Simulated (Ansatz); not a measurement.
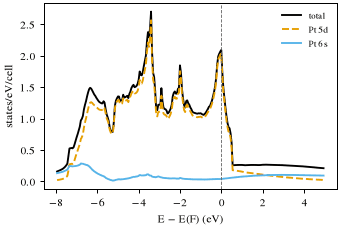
Fig. 1. Total and projected density of states of Pt (fcc (Cu type), Fm-3m), r²SCAN (plane waves, PAW; program Ansatz)

Problem. Which orbitals carry the states next to the Fermi level?

Solution. Within 0.5 eV of the Fermi level: Pt 5d 96 %. Projections are on Löwdin-orthogonalised atomic valence shells; empty p or d shells of many metals are not among them.

Problem. Where is the tallest occupied peak in this window, and what makes it?

Solution. Near -3.4 eV, about 2.7 states/eV per cell; the largest projected share is Pt 5d.

The r²SCAN relaxation kept the symmetry of its start. No spin polarisation was allowed. Spin–orbit coupling is left out wherever it is not named.

Potentials: the later of the program's two PAW sets.
